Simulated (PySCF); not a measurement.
## Electronic structure of H4OSi···HF···HF (SMILES O[SiH3].F.F) in real space

Input file:

```
{"job": {"kind": "inter", "xc": "wB97M-D3(BJ)", "basis": "def2-TZVPD", "pairs": false}, "charge": 0, "multiplicity": 1, "parts": [{"atoms": "0-5", "charge": 0, "multiplicity": 1}, {"atoms": "6-7", "charge": 0, "multiplicity": 1}, {"atoms": "8-9", "charge": 0, "multiplicity": 1}]}
O     -0.707182     0.182940     0.897144
Si     0.600768    -0.457922     0.027568
H     -1.555024    -0.285462     0.924020
H      1.707487     0.506398     0.249281
H      0.246996    -0.553408    -1.415957
H      0.941127    -1.807360     0.557754
F     -3.314028     0.205980     1.784431
H     -2.901121     0.997049     2.088743
F     -1.606078     2.043122     2.246659
H     -1.074975     1.430739     1.721546
```

Command:

```sh
OMP_NUM_THREADS=1 python cluster_run.py task.json out
```

Geometry: PBE0-D3(BJ)/def2-SVPD.

The calculation used wB97M-D3(BJ)/def2-TZVPD, SCF density, gas phase (PySCF).

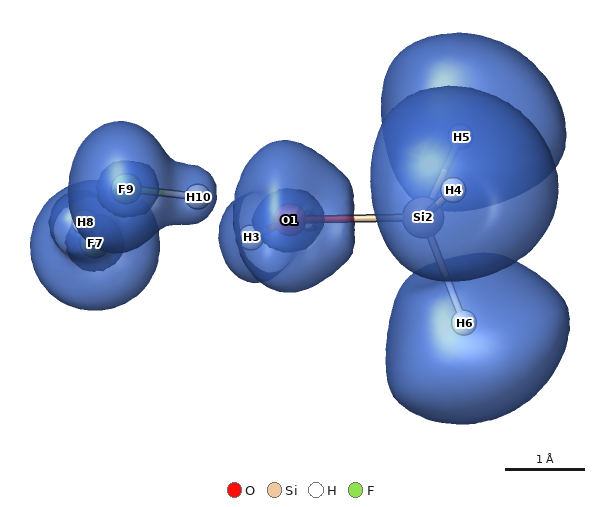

Figure 1. Isosurface of the ELF at 0.75 (blue), seen from one side. Only the valence region is drawn (cores and ρ < 0.01 e/Å³ removed).

Question: Identify the bonds, lone pairs and shells in this picture.

Answer: The ELF exceeds this value in three regions around hydrogen nuclei, two joined regions spread over several atoms (F, H), in which their bonds and any lone pairs are merged and one joined region spread over several atoms (H, O), in which their bonds and any lone pairs are merged. Profiles from the grid: O1···H10 (1.54 Å): the ELF dips to about 0.20 between them: a closed-shell contact with the geometry of a hydrogen bond. Si–O (1.70 Å): the ELF peaks at about 0.85 between the atoms (a polar covalent bond).

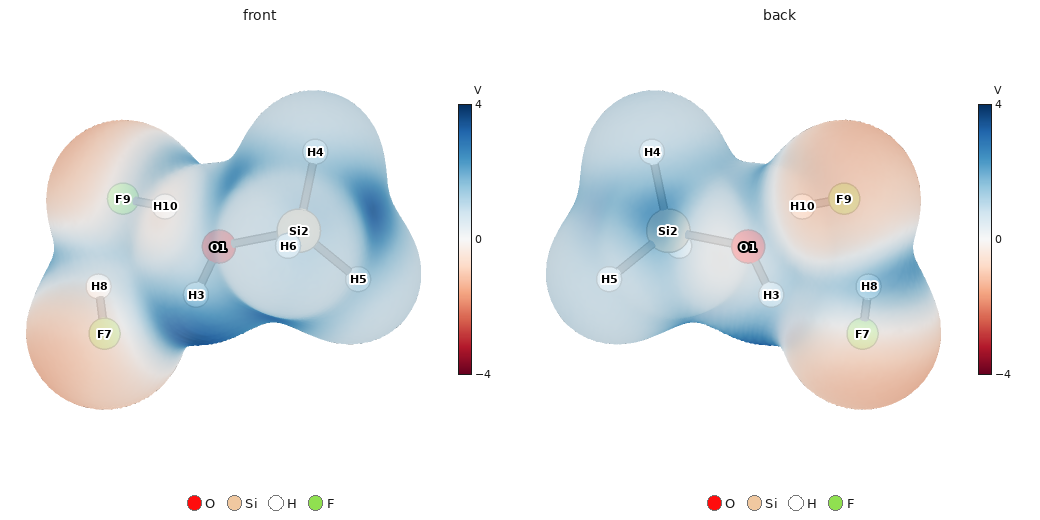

Figure 2. The electrostatic potential painted on the density surface at 0.004 e/bohr³, seen from the front and from behind; red is negative and blue positive.

Question: Which sites attract a positive test charge, and which a negative one?

Answer: A positive charge is drawn to the negative regions and a negative charge to the positive ones. The most negative region (about −1.2 V, or −28 kcal/mol for a unit charge) lies over F7, the most positive (about +3.3 V, or +76 kcal/mol for a unit charge) over Si2 and H3.

Question: What dipole moment does the calculation give?

Answer: Its dipole moment is 2.99 D.

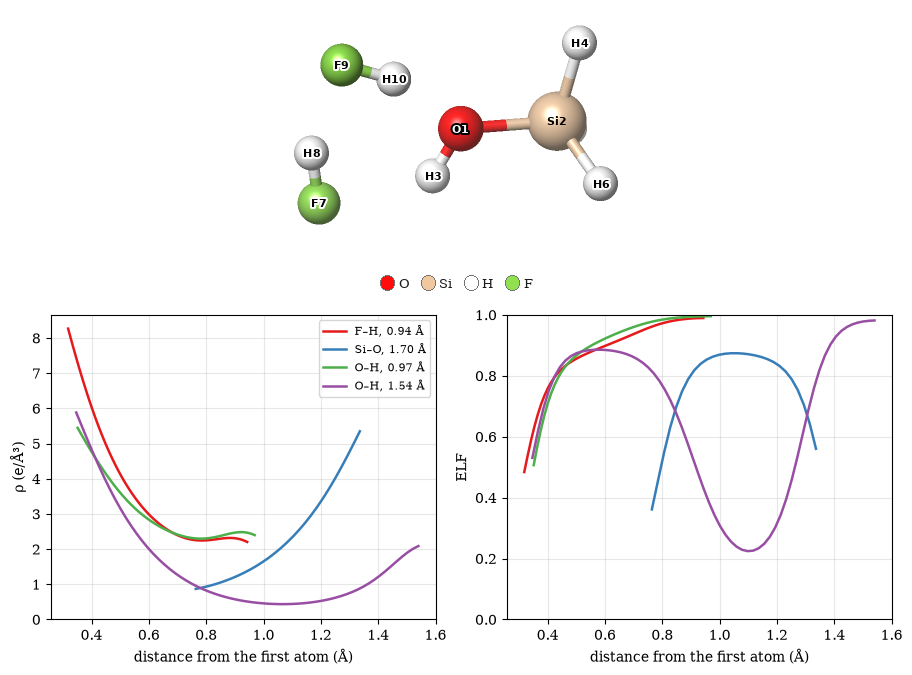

Figure 3. Total electron density and ELF along straight lines between neighbouring atoms. The curves leave out the atomic cores. The structure is drawn too.

Question: What can be read from the curves?

Answer: F–H (0.94 Å): ρ is about 4.6 e/Å³ halfway; the ELF climbs to about 1 towards the hydrogen, as it does in any bond to H: an ordinary covalent bond to hydrogen.
Si–O (1.70 Å): ρ at the midpoint is about 1 e/Å³; the ELF peaks at about 0.85 between the atoms; a shared but strongly polarised pair.
O–H (0.97 Å): the density is about 3.8 e/Å³ at the midpoint; the ELF climbs to about 1 towards the hydrogen: an ordinary covalent bond to hydrogen.
O1···H10 (1.54 Å): the density falls to about 0.44 e/Å³ on the way; the ELF dips to about 0.20 between them: a closed-shell contact with the geometry of a hydrogen bond.
